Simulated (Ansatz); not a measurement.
# Pressure series in hypothetical Pm-3n InP

The parent structure is InP (space group Pm-3n, No. 223; a = 7.2411 Å; a hypothetical phase, not in the database extracts checked).

Cell and atoms are relaxed at each pressure.

The values are results of PBEsol in Ansatz (plane waves to 420 eV, PAW, no spin-orbit coupling), not measurements.

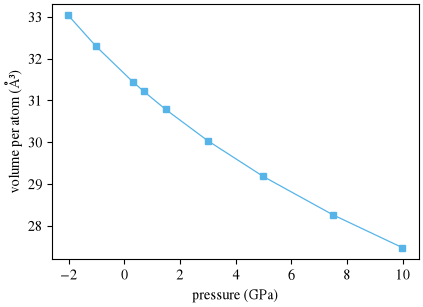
Figure. Volume against pressure

Q: Estimate the zero-pressure bulk modulus from the plot.

A: About 51 GPa; a third-order Birch–Murnaghan fit to the points gives V₀ = 31.64 Å³/atom, B₀ = 51 GPa and B₀′ = 4.6.

Between the base and pressure 5 GPa the gap moves from 0.65 eV to 1.08 eV, a mean slope of 85 meV/GPa.

Load acts through the strain it causes; cell and atoms are relaxed under it. Stability against distortions was not tested. No other phases were tried under pressure.

Ansatz is a program for electronic structure.
